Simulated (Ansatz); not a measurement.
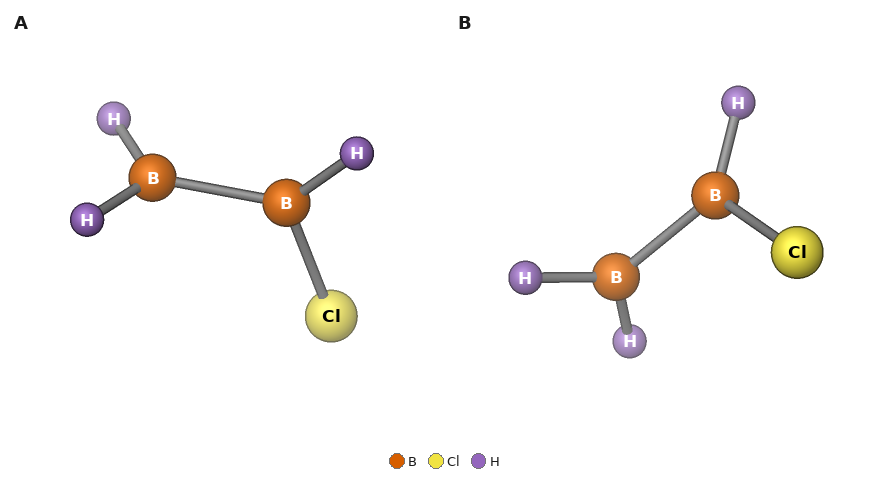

Atoms fade into the background with distance from the viewer. The computed structure is the end point of a PBE-D4/def2-SVP optimisation. No frequency run is at hand to confirm it as a minimum.

**Are A and B the same structure? If not, how do they differ?**

Yes. They are the same structure, B2ClH3, seen from two directions. With point group Cs it is achiral, so its mirror image would be the same too.
